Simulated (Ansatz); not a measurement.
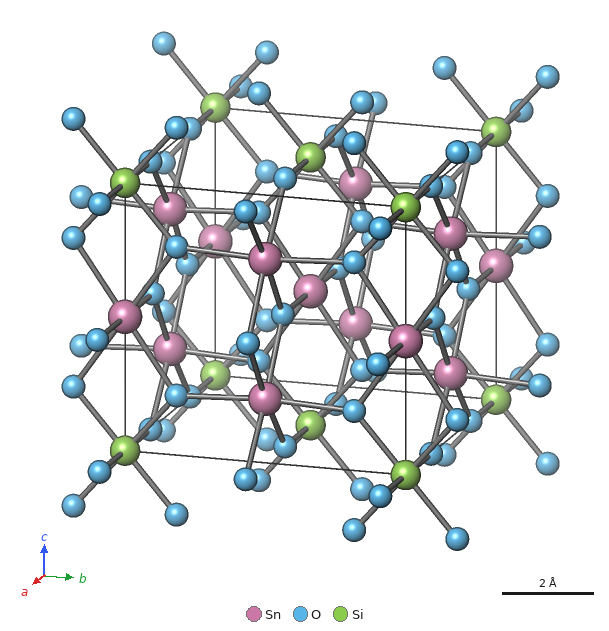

The image is a ball-and-stick drawing of a crystal, viewed slightly off an axis. Atoms at the boundary of the conventional unit cell (the box) are drawn once for each face, edge or corner they touch. Some neighbours outside the box are added.

SiSn3O8, space group Cmmm (No. 65), a = 6.514 Å, b = 6.529 Å, c = 6.155 Å, α = 90.00°, β = 90.00°, γ = 90.00°. The cell started as a structure type filled with these elements by a generator (whether the compound takes this form wasn't checked). Earlier steps of the study, as a rule a relaxation of our own, may have changed the cell and positions, so they can lie some per cent off the listed ones. It was run through Ansatz as a DFT input.

This one geometry was computed with Ansatz (DFT, plane waves, PAW) at five levels of theory: r2SCAN, PBE, HSE06, PBE0 and PBE with spin-orbit coupling. It was relaxed beforehand with r2SCAN.

**Which level gives the highest pressure at this volume, and what does that say about its equilibrium volume?**

Highest: PBE (8.2 GPa) and PBE with spin-orbit coupling (8.1 GPa), which points to the largest equilibrium volume. Lowest, with the smallest volume: HSE06 (-1.6 GPa) and PBE0 (-1.7 GPa). Levels within 0.5 GPa of each other can't be told apart.

**How does the band gap change with the level of theory?**

PBE: a gap of 1.43 eV, direct; PBE with spin-orbit coupling: a gap of 1.44 eV, direct; r2SCAN: a gap of 2.11 eV, direct; HSE06: a gap of 3.21 eV, direct; PBE0: a gap of 3.94 eV, direct.

**Collect the results in a table.**

| level | cutoff (eV) | k-mesh of the run's cell | gap (eV) | pressure (GPa) |
| --- | --- | --- | --- | --- |
| r2SCAN | 500 | 6×6×4 | 2.11 | 0.0 |
| PBE | 420 | 6×6×4 | 1.43 | 8.2 |
| HSE06 | 420 | 4×4×2 | 3.21 | -1.6 |
| PBE0 | 420 | 4×4×2 | 3.94 | -1.7 |
| PBE with spin-orbit coupling | 420 | 6×6×4 | 1.44 | 8.1 |

Gaps are taken on the k-mesh or band path of each run.
